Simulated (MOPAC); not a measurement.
**Geometry relaxation of CH4AlFOS (part 1 of 2)**

System: CH4AlFOS, SMILES C[O][Al]([F])[SH].
Method: MNDO, closed shell (MOPAC 23.2.5).

The atoms were displaced at random from an optimised geometry.

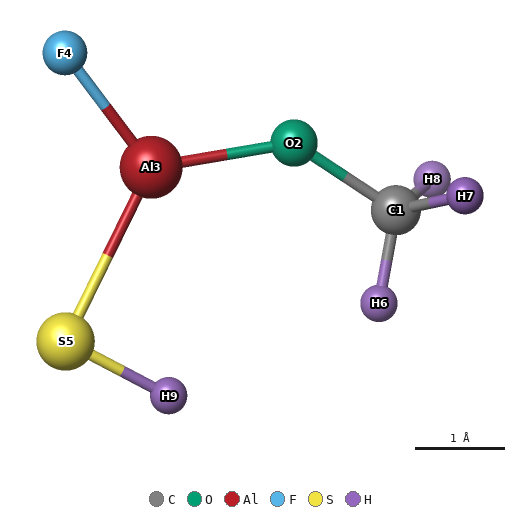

**Figure 1.** The input geometry (ball-and-stick view, seen at a tilt; atoms are numbered from 1 in the order of the input). Sticks mark near contacts. Bond lengths as drawn: Al–F 1.65 Å, Al–O 1.65 Å, Al–S 2.18 Å, C–H 1.07 to 1.11 Å, C–O 1.41 Å and H–S 1.34 Å.

**Results in brief**

| quantity | value |
| --- | --- |
| outcome | converged |
| total energy | −46.563585 hartree |
| dispersion energy | 0.000000 hartree |
| heat of formation | −177.77 kcal/mol |
| basis functions | 24 |
| largest force | 0.001 eV/Å |
| HOMO | −10.26 eV |
| LUMO | −0.23 eV |
| dipole moment | 2.89 D |
| hardware | 1 thread of Arm Neoverse V1, 24 GiB of memory available, shared host |
| peak memory | 0.09 GiB |

Notes on the run: HEAT OF FORMATION IS ESSENTIALLY STATIONARY. MOPAC's energies along a path are heats of formation.

**Input file (job.mop)**
```
MNDO CYCLES=300 SINGLET EF GRADIENTS PRECISE DISP GNORM=0.01 AUX(PRECISION=6) T=10M THREADS=1
CH4AlFOS, MNDO

C     -0.382847 1    -1.405652 1     0.131799 1
O      0.385712 1    -0.535126 1    -0.660720 1
Al     0.750238 1     1.073294 1    -0.703502 1
F      1.765380 1     1.621254 1    -1.883349 1
S      0.022689 1     2.559443 1     0.717853 1
H     -0.855193 1    -0.919199 1     0.955145 1
H      0.257440 1    -2.214867 1     0.529234 1
H     -1.149392 1    -1.870776 1    -0.493210 1
H     -0.679818 1     1.633888 1     1.391283 1
```

Launch command:
```bash
mopac job.mop
```

**Output**
```
MOPAC v23.2.5
MNDO CALCULATION RESULTS

 *  MNDO       - The MNDO Hamiltonian to be used
 *  SINGLET    - SPIN STATE DEFINED AS A SINGLET
 *  PRECISE    - TIGHTER CRITERIA TO BE USED
 *  EF         - USE EF ROUTINE FOR MINIMUM SEARCH
 *  THREADS=1  - MULTI-THREADING NOT USED
 *  CYCLES=    - DO A MAXIMUM OF 300 STEPS
 *  GNORM      - EXIT WHEN GRADIENT NORM DROPS BELOW 0.010
 *  AUX        - OUTPUT AUXILIARY INFORMATION
 *  GRADIENTS  - ALL GRADIENTS TO BE PRINTED
 *  DISP       - PRINT DISPERSION AND HYDROGEN BOND ENERGIES
MNDO CYCLES=300 SINGLET EF GRADIENTS PRECISE DISP GNORM=0.01 AUX(PRECISION=6) T=10M THREADS=1
 CH4AlFOS, MNDO

   ATOM   CHEMICAL          X               Y               Z
  NUMBER   SYMBOL      (ANGSTROMS)     (ANGSTROMS)     (ANGSTROMS)

     1       C         -0.38284700  *  -1.40565200  *   0.13179900  *
     2       O          0.38571200  *  -0.53512600  *  -0.66072000  *
     3      Al          0.75023800  *   1.07329400  *  -0.70350200  *
     4       F          1.76538000  *   1.62125400  *  -1.88334900  *
     5       S          0.02268900  *   2.55944300  *   0.71785300  *
     6       H         -0.85519300  *  -0.91919900  *   0.95514500  *
     7       H          0.25744000  *  -2.21486700  *   0.52923400  *
     8       H         -1.14939200  *  -1.87077600  *  -0.49321000  *
     9       H         -0.67981800  *   1.63388800  *   1.39128300  *

          CARTESIAN COORDINATES

    NO.       ATOM           X           Y           Z

     1         C         -0.3828     -1.4057      0.1318
     2         O          0.3857     -0.5351     -0.6607
     3        Al          0.7502      1.0733     -0.7035
     4         F          1.7654      1.6213     -1.8833
     5         S          0.0227      2.5594      0.7179
     6         H         -0.8552     -0.9192      0.9551
     7         H          0.2574     -2.2149      0.5292
     8         H         -1.1494     -1.8708     -0.4932
     9         H         -0.6798      1.6339      1.3913

           Empirical Formula: C H4 O Al F S  =     9 atoms

      MOLECULAR POINT GROUP   :   Cs

 SINGLET STATE CALCULATION

      RHF CALCULATION, NO. OF DOUBLY OCCUPIED LEVELS = 15

          Geometry optimization using EF

          DIAGONAL MATRIX USED AS START HESSIAN
```

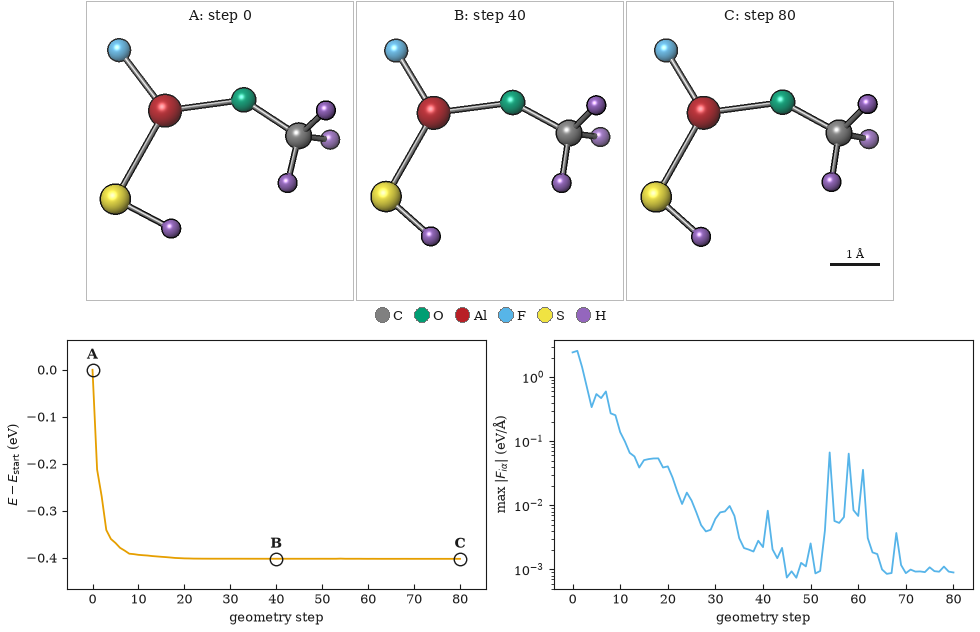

**Figure 2.** Frames of the relaxation (ball-and-stick view, seen at a tilt) above the curves, on which the letters mark them (steps are counted from 0).

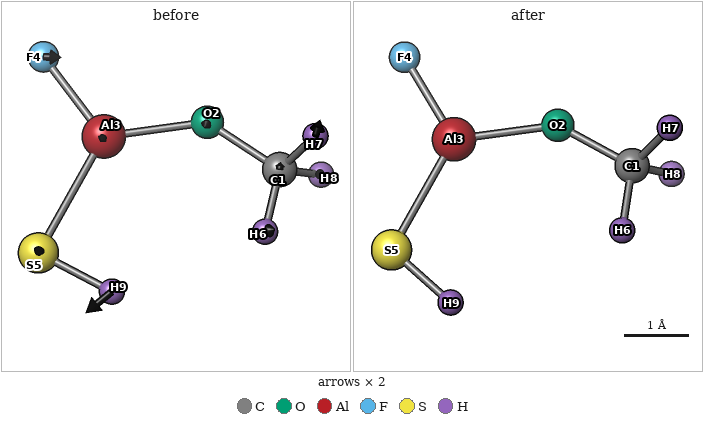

**Figure 3.** Before (left) and after (right) the relaxation, at one scale (ball-and-stick view, seen at a tilt). The black arrows give the displacements, magnified 2 times. After 80 geometry steps the energy has fallen by 0.402 eV. The largest force component goes from 2.4 to 0.0009 eV/Å. H9 moves most after the best rigid fit: 0.27 Å. Largest moves by element: H 0.27 Å, F 0.15 Å, S 0.08 Å, O 0.07 Å, C 0.06 Å, Al 0.06 Å. Among the contacts that change: Al3–S5 2.181 → 2.060 Å, Al3–F4 1.650 → 1.588 Å, C1–H6 1.067 → 1.122 Å, S5–H9 1.343 → 1.296 Å. Among the angles that change: Al3–S5–H9 91.8° → 105.2°, O2–Al3–F4 118.6° → 113.0°, F4–Al3–S5 116.4° → 121.8°. (Atoms are counted from 1 in the order of the input.)

```
 CYCLE:     1 TIME:   0.000 TIME LEFT: 10.00M  GRAD.:   140.730 HEAT: -168.5013
 CYCLE:     2 TIME:   0.000 TIME LEFT: 10.00M  GRAD.:   104.598 HEAT: -173.3947
 CYCLE:     3 TIME:   0.008 TIME LEFT: 10.00M  GRAD.:    81.063 HEAT: -174.7165
 CYCLE:     4 TIME:   0.000 TIME LEFT: 10.00M  GRAD.:    36.153 HEAT: -176.3612
 CYCLE:     5 TIME:   0.000 TIME LEFT: 10.00M  GRAD.:    20.666 HEAT: -176.8003
 CYCLE:     6 TIME:   0.008 TIME LEFT: 10.00M  GRAD.:    22.992 HEAT: -176.9964
 CYCLE:     7 TIME:   0.000 TIME LEFT: 10.00M  GRAD.:    22.046 HEAT: -177.2357
 CYCLE:     8 TIME:   0.000 TIME LEFT: 10.00M  GRAD.:    21.890 HEAT: -177.3713
 CYCLE:     9 TIME:   0.000 TIME LEFT: 10.00M  GRAD.:     9.952 HEAT: -177.5234
 CYCLE:    10 TIME:   0.008 TIME LEFT: 10.00M  GRAD.:     9.026 HEAT: -177.5452
 CYCLE:    11 TIME:   0.000 TIME LEFT: 10.00M  GRAD.:     6.264 HEAT: -177.5790
 CYCLE:    12 TIME:   0.000 TIME LEFT: 10.00M  GRAD.:     4.304 HEAT: -177.5975
 CYCLE:    13 TIME:   0.000 TIME LEFT: 10.00M  GRAD.:     3.979 HEAT: -177.6131
 CYCLE:    14 TIME:   0.000 TIME LEFT: 10.00M  GRAD.:     3.103 HEAT: -177.6393
 CYCLE:    15 TIME:   0.000 TIME LEFT: 10.00M  GRAD.:     2.444 HEAT: -177.6571
 CYCLE:    16 TIME:   0.008 TIME LEFT: 10.00M  GRAD.:     2.255 HEAT: -177.6756
 CYCLE:    17 TIME:   0.000 TIME LEFT: 10.00M  GRAD.:     2.676 HEAT: -177.6913
 CYCLE:    18 TIME:   0.000 TIME LEFT: 10.00M  GRAD.:     2.925 HEAT: -177.7108
 CYCLE:    19 TIME:   0.000 TIME LEFT: 10.00M  GRAD.:     2.548 HEAT: -177.7320
 CYCLE:    20 TIME:   0.000 TIME LEFT: 10.00M  GRAD.:     1.918 HEAT: -177.7419
 CYCLE:    21 TIME:   0.008 TIME LEFT: 10.00M  GRAD.:     2.018 HEAT: -177.7532
 CYCLE:    22 TIME:   0.000 TIME LEFT: 10.00M  GRAD.:     1.452 HEAT: -177.7569
 CYCLE:    23 TIME:   0.000 TIME LEFT: 10.00M  GRAD.:     0.964 HEAT: -177.7638
 CYCLE:    24 TIME:   0.000 TIME LEFT: 10.00M  GRAD.:     0.673 HEAT: -177.7655
 CYCLE:    25 TIME:   0.000 TIME LEFT: 10.00M  GRAD.:     0.663 HEAT: -177.7674
 CYCLE:    26 TIME:   0.008 TIME LEFT: 10.00M  GRAD.:     0.473 HEAT: -177.7680
 CYCLE:    27 TIME:   0.000 TIME LEFT: 10.00M  GRAD.:     0.286 HEAT: -177.7687
 CYCLE:    28 TIME:   0.000 TIME LEFT: 10.00M  GRAD.:     0.188 HEAT: -177.7689
 CYCLE:    29 TIME:   0.000 TIME LEFT: 10.00M  GRAD.:     0.166 HEAT: -177.7689
 CYCLE:    30 TIME:   0.000 TIME LEFT: 10.00M  GRAD.:     0.179 HEAT: -177.7690
 CYCLE:    31 TIME:   0.008 TIME LEFT: 10.00M  GRAD.:     0.223 HEAT: -177.7691
 CYCLE:    32 TIME:   0.000 TIME LEFT: 10.00M  GRAD.:     0.294 HEAT: -177.7693
 CYCLE:    33 TIME:   0.000 TIME LEFT: 10.00M  GRAD.:     0.393 HEAT: -177.7696
 CYCLE:    34 TIME:   0.000 TIME LEFT: 10.00M  GRAD.:     0.435 HEAT: -177.7700
 CYCLE:    35 TIME:   0.000 TIME LEFT: 10.00M  GRAD.:     0.333 HEAT: -177.7705
 CYCLE:    36 TIME:   0.008 TIME LEFT: 10.00M  GRAD.:     0.186 HEAT: -177.7708
 CYCLE:    37 TIME:   0.000 TIME LEFT: 10.00M  GRAD.:     0.096 HEAT: -177.7709
 CYCLE:    38 TIME:   0.000 TIME LEFT: 10.00M  GRAD.:     0.071 HEAT: -177.7709
 CYCLE:    39 TIME:   0.000 TIME LEFT: 10.00M  GRAD.:     0.069 HEAT: -177.7709
 CYCLE:    40 TIME:   0.000 TIME LEFT: 10.00M  GRAD.:     0.129 HEAT: -177.7710
 CYCLE:    41 TIME:   0.008 TIME LEFT: 10.00M  GRAD.:     0.109 HEAT: -177.7710
 CYCLE:    42 TIME:   0.000 TIME LEFT: 10.00M  GRAD.:     0.462 HEAT: -177.7705
 CYCLE:    43 TIME:   0.000 TIME LEFT: 10.00M  GRAD.:     0.116 HEAT: -177.7712
 CYCLE:    44 TIME:   0.000 TIME LEFT: 10.00M  GRAD.:     0.078 HEAT: -177.7712
 CYCLE:    45 TIME:   0.000 TIME LEFT: 10.00M  GRAD.:     0.084 HEAT: -177.7712
 CYCLE:    46 TIME:   0.008 TIME LEFT: 10.00M  GRAD.:     0.039 HEAT: -177.7713
 CYCLE:    47 TIME:   0.000 TIME LEFT: 10.00M  GRAD.:     0.045 HEAT: -177.7713
 CYCLE:    48 TIME:   0.000 TIME LEFT: 10.00M  GRAD.:     0.037 HEAT: -177.7713
 CYCLE:    49 TIME:   0.000 TIME LEFT: 10.00M  GRAD.:     0.054 HEAT: -177.7713
 CYCLE:    50 TIME:   0.000 TIME LEFT: 10.00M  GRAD.:     0.047 HEAT: -177.7713
 CYCLE:    51 TIME:   0.008 TIME LEFT: 10.00M  GRAD.:     0.179 HEAT: -177.7709
 CYCLE:    52 TIME:   0.000 TIME LEFT: 10.00M  GRAD.:     0.040 HEAT: -177.7713
 CYCLE:    53 TIME:   0.000 TIME LEFT: 10.00M  GRAD.:     0.039 HEAT: -177.7713
 CYCLE:    54 TIME:   0.000 TIME LEFT: 10.00M  GRAD.:     0.264 HEAT: -177.7715
 CYCLE:    55 TIME:   0.000 TIME LEFT: 10.00M  GRAD.:     3.815 HEAT: -177.7639
 CYCLE:    56 TIME:   0.008 TIME LEFT: 10.00M  GRAD.:     0.334 HEAT: -177.7716
 CYCLE:    57 TIME:   0.000 TIME LEFT: 10.00M  GRAD.:     0.322 HEAT: -177.7717
 CYCLE:    58 TIME:   0.000 TIME LEFT: 10.00M  GRAD.:     0.395 HEAT: -177.7719
 CYCLE:    59 TIME:   0.008 TIME LEFT: 10.00M  GRAD.:     2.933 HEAT: -177.7714
 CYCLE:    60 TIME:   0.000 TIME LEFT: 10.00M  GRAD.:     0.421 HEAT: -177.7733
 CYCLE:    61 TIME:   0.000 TIME LEFT: 10.00M  GRAD.:     0.442 HEAT: -177.7745
 CYCLE:    62 TIME:   0.008 TIME LEFT: 10.00M  GRAD.:     1.849 HEAT: -177.7732
 CYCLE:    63 TIME:   0.000 TIME LEFT: 10.00M  GRAD.:     0.213 HEAT: -177.7746
 CYCLE:    64 TIME:   0.000 TIME LEFT: 10.00M  GRAD.:     0.128 HEAT: -177.7747
 CYCLE:    65 TIME:   0.008 TIME LEFT: 10.00M  GRAD.:     0.113 HEAT: -177.7747
 CYCLE:    66 TIME:   0.000 TIME LEFT: 10.00M  GRAD.:     0.052 HEAT: -177.7747
 CYCLE:    67 TIME:   0.000 TIME LEFT: 10.00M  GRAD.:     0.049 HEAT: -177.7747
 CYCLE:    68 TIME:   0.000 TIME LEFT: 10.00M  GRAD.:     0.050 HEAT: -177.7747
 CYCLE:    69 TIME:   0.000 TIME LEFT: 10.00M  GRAD.:     0.180 HEAT: -177.7740
 CYCLE:    70 TIME:   0.000 TIME LEFT: 10.00M  GRAD.:     0.069 HEAT: -177.7749
 CYCLE:    71 TIME:   0.008 TIME LEFT: 10.00M  GRAD.:     0.051 HEAT: -177.7749
 CYCLE:    72 TIME:   0.000 TIME LEFT: 10.00M  GRAD.:     0.056 HEAT: -177.7749
 CYCLE:    73 TIME:   0.000 TIME LEFT: 10.00M  GRAD.:     0.052 HEAT: -177.7749
 CYCLE:    74 TIME:   0.000 TIME LEFT: 10.00M  GRAD.:     0.051 HEAT: -177.7749
 CYCLE:    75 TIME:   0.000 TIME LEFT: 10.00M  GRAD.:     0.051 HEAT: -177.7749
 CYCLE:    76 TIME:   0.000 TIME LEFT: 10.00M  GRAD.:     0.058 HEAT: -177.7749
 CYCLE:    77 TIME:   0.008 TIME LEFT: 10.00M  GRAD.:     0.054 HEAT: -177.7749
 CYCLE:    78 TIME:   0.000 TIME LEFT: 10.00M  GRAD.:     0.052 HEAT: -177.7749
 CYCLE:    79 TIME:   0.000 TIME LEFT: 10.00M  GRAD.:     0.059 HEAT: -177.7749
 CYCLE:    80 TIME:   0.000 TIME LEFT: 10.00M  GRAD.:     0.050 HEAT: -177.7749
 CYCLE:    81 TIME:   0.000 TIME LEFT: 10.00M  GRAD.:     0.050 HEAT: -177.7749

 HEAT OF FORMATION IS ESSENTIALLY STATIONARY

 -------------------------------------------------------------------------------
 MNDO CYCLES=300 SINGLET EF GRADIENTS PRECISE DISP GNORM=0.01 AUX(PRECISION=6) T=10M THREADS=1
 CH4AlFOS, MNDO

     GEOMETRY OPTIMISED USING EIGENVECTOR FOLLOWING (EF).
     SCF FIELD WAS ACHIEVED

                              MNDO CALCULATION

          FINAL HEAT OF FORMATION =       -177.77489 KCAL/MOL =    -743.81013 KJ/MOL

          TOTAL ENERGY            =     -29219.09048 KCAL/MOL = ELECTRONIC ENERGY + CORE-CORE REPULSION
          ENERGY OF ATOMS         =      29041.31560 KCAL/MOL
                              SUM =       -177.77489 KCAL/MOL
          DISPERSION ENERGY       =          0.00000 KCAL/MOL
                              SUM =       -177.77489 KCAL/MOL = FINAL HEAT OF FORMATION

          TOTAL ENERGY            =      -1267.05969 EV
          ELECTRONIC ENERGY       =      -3194.85231 EV
          CORE-CORE REPULSION     =       1927.79263 EV
          COSMO AREA              =        132.86 SQUARE ANGSTROMS
          COSMO VOLUME            =        122.02 CUBIC ANGSTROMS

          GRADIENT NORM           =          0.05013          =       0.01671 PER ATOM
          IONIZATION POTENTIAL    =         10.258691 EV
          HOMO LUMO ENERGIES (EV) =        -10.259 -0.235
          NO. OF FILLED LEVELS    =         15
          MOLECULAR WEIGHT        =        110.0819         POINT GROUP:  C1

          MOLECULAR DIMENSIONS (Angstroms)

            Atom       Atom       Distance
            H     7    S     5     4.83253
            H     9    F     4     4.09148
            S     5    H     8     1.74664

          SCF CALCULATIONS        =         91

          WALL-CLOCK TIME         =      0.148 SECONDS
          COMPUTATION TIME        =      0.142 SECONDS

       FINAL  POINT  AND  DERIVATIVES

   PARAMETER     ATOM    TYPE            VALUE        GRADIENT
      1          1  C    CARTESIAN X    -0.339859     -0.001763  KCAL/ANGSTROM
      2          1  C    CARTESIAN Y    -1.420172      0.000932  KCAL/ANGSTROM
      3          1  C    CARTESIAN Z     0.068885      0.000841  KCAL/ANGSTROM
      4          2  O    CARTESIAN X     0.383851     -0.008826  KCAL/ANGSTROM
      5          2  O    CARTESIAN Y    -0.485454      0.002037  KCAL/ANGSTROM
      6          2  O    CARTESIAN Z    -0.613065     -0.007611  KCAL/ANGSTROM
      7          3 Al    CARTESIAN X     0.742139     -0.000416  KCAL/ANGSTROM
      8          3 Al    CARTESIAN Y     1.129374     -0.000298  KCAL/ANGSTROM
      9          3 Al    CARTESIAN Z    -0.657226     -0.000574  KCAL/ANGSTROM
     10          4  F    CARTESIAN X     1.717076     -0.008078  KCAL/ANGSTROM
     11          4  F    CARTESIAN Y     1.516888      0.001748  KCAL/ANGSTROM
     12          4  F    CARTESIAN Z    -1.849425     -0.006186  KCAL/ANGSTROM
     13          5  S    CARTESIAN X     0.033336      0.014437  KCAL/ANGSTROM
     14          5  S    CARTESIAN Y     2.537895     -0.002450  KCAL/ANGSTROM
     15          5  S    CARTESIAN Z     0.669144      0.010966  KCAL/ANGSTROM
     16          6  H    CARTESIAN X    -0.808274     -0.020387  KCAL/ANGSTROM
     17          6  H    CARTESIAN Y    -1.013465      0.005854  KCAL/ANGSTROM
     18          6  H    CARTESIAN Z     1.004253     -0.014251  KCAL/ANGSTROM
     19          7  H    CARTESIAN X     0.316287      0.005448  KCAL/ANGSTROM
     20          7  H    CARTESIAN Y    -2.276961      0.012046  KCAL/ANGSTROM
     21          7  H    CARTESIAN Z     0.368419      0.020697  KCAL/ANGSTROM
     22          8  H    CARTESIAN X    -1.166793      0.013949  KCAL/ANGSTROM
     23          8  H    CARTESIAN Y    -1.823656     -0.018622  KCAL/ANGSTROM
     24          8  H    CARTESIAN Z    -0.570377     -0.008578  KCAL/ANGSTROM
     25          9  H    CARTESIAN X    -0.717594      0.005636  KCAL/ANGSTROM
     26          9  H    CARTESIAN Y     1.879834     -0.001248  KCAL/ANGSTROM
     27          9  H    CARTESIAN Z     1.495467      0.004696  KCAL/ANGSTROM

   ATOM   CHEMICAL          X               Y               Z
  NUMBER   SYMBOL      (ANGSTROMS)     (ANGSTROMS)     (ANGSTROMS)

     1       C         -0.33985884  *  -1.42017178  *   0.06888543  *
     2       O          0.38385084  *  -0.48545400  *  -0.61306489  *
     3      Al          0.74213904  *   1.12937416  *  -0.65722565  *
     4       F          1.71707584  *   1.51688831  *  -1.84942500  *
     5       S          0.03333600  *   2.53789489  *   0.66914420  *
     6       H         -0.80827449  *  -1.01346508  *   1.00425341  *
     7       H          0.31628747  *  -2.27696133  *   0.36841884  *
     8       H         -1.16679284  *  -1.82365577  *  -0.57037680  *
     9       H         -0.71759353  *   1.87983368  *   1.49546741  *

                             CARTESIAN COORDINATES

   1    C       -0.339858836    -1.420171780     0.068885433
   2    O        0.383850844    -0.485454002    -0.613064893
   3   Al        0.742139039     1.129374161    -0.657225655
   4    F        1.717075843     1.516888310    -1.849425000
   5    S        0.033335996     2.537894892     0.669144200
   6    H       -0.808274485    -1.013465079     1.004253412
   7    H        0.316287469    -2.276961333     0.368418837
   8    H       -1.166792837    -1.823655775    -0.570376802
   9    H       -0.717593528     1.879833677     1.495467407

           Empirical Formula: C H4 O Al F S  =     9 atoms

      MOLECULAR POINT GROUP   :   C1

                  EIGENVALUES
 -42.56532 -41.72630 -27.66708 -22.38248 -17.95026 -15.86228 -15.84540 -15.81051
 -14.84514 -14.74894 -14.11044 -12.23097 -11.62163 -10.97103 -10.25869  -0.23503
   0.55905   1.92460   3.03739   3.75311   3.99285   4.68102   4.93808   6.62677

              NET ATOMIC CHARGES AND DIPOLE CONTRIBUTIONS
```
